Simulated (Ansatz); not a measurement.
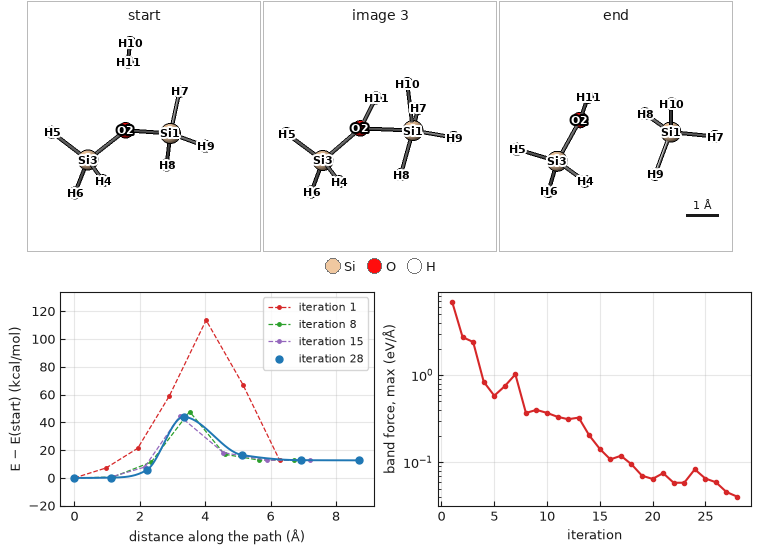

A nudged-elastic-band calculation for Si$_{2}$H$_{8}$O, made up at the start of Si2H6O and H2. Images are numbered from 0 (start) to 6 (end). The plot follows the band through its iterations. A ball-and-stick model, seen at a tilt.

These are results of RKS PBE/def2-SVP (Ansatz 0.2.0), not measurements. Set-up: 5 movable images; climbing image; force threshold 0.05 eV/Å; iteration limit 60; starting path through a guess of the saddle point.

Question: Did the band converge, and can the barrier be trusted?

Answer: The result is final at these settings. The band converged in 28 iterations. The largest component of the band force went from 7 to 0.041 eV/Å. The climbing image converged on the top of the path. Its vibrational analysis gives one imaginary mode (1026i cm⁻¹), as a transition state must have. The first iteration put the highest image at 113.6 kcal/mol. The energy climbs by 43.9 kcal/mol to image 3 and then falls by 31.2 kcal/mol, so the end point sits at +12.7 kcal/mol.

Limits of the set-up: the start holds two separate molecules, 2.6 Å apart at their closest, whose relative position is a soft coordinate and is computed without a dispersion correction.
